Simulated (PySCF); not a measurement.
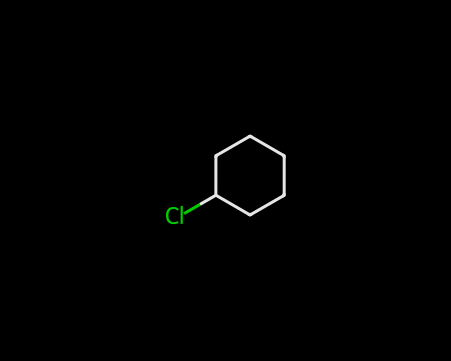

Structural formula above. The computed structure is the end point of a PBE0-D3(BJ)/def2-SVP optimisation. No frequency run is at hand to confirm it as a minimum.

Describe the 3D structure.

It has 18 atoms: 6 carbon, 11 hydrogen and 1 chlorine (C₆H₁₁Cl). SMILES: `ClC1CCCCC1`. Independent rings (smallest set): 1 of 6 members. Among its groups: C–Cl bond. This geometry has Cs symmetry. Coordination: 6 C tetrahedral.

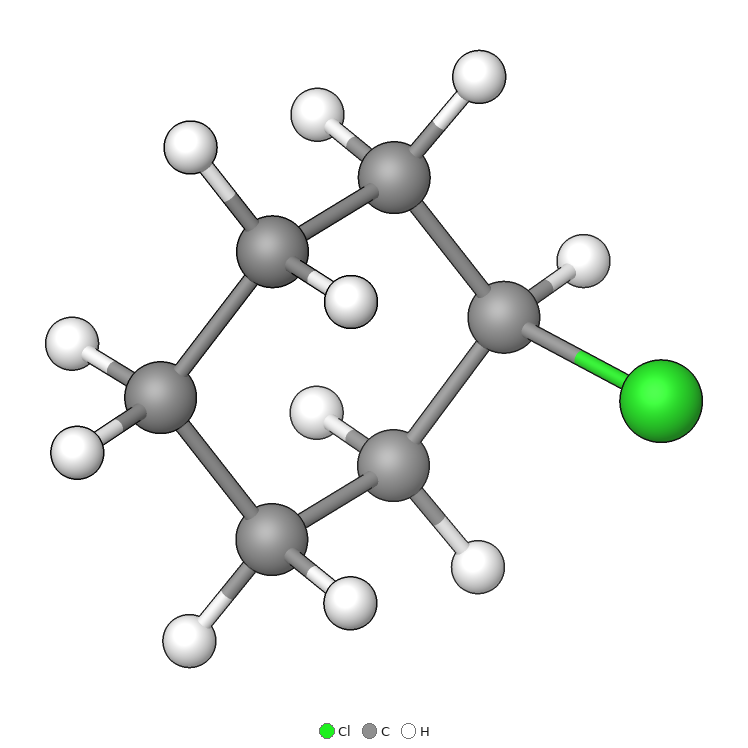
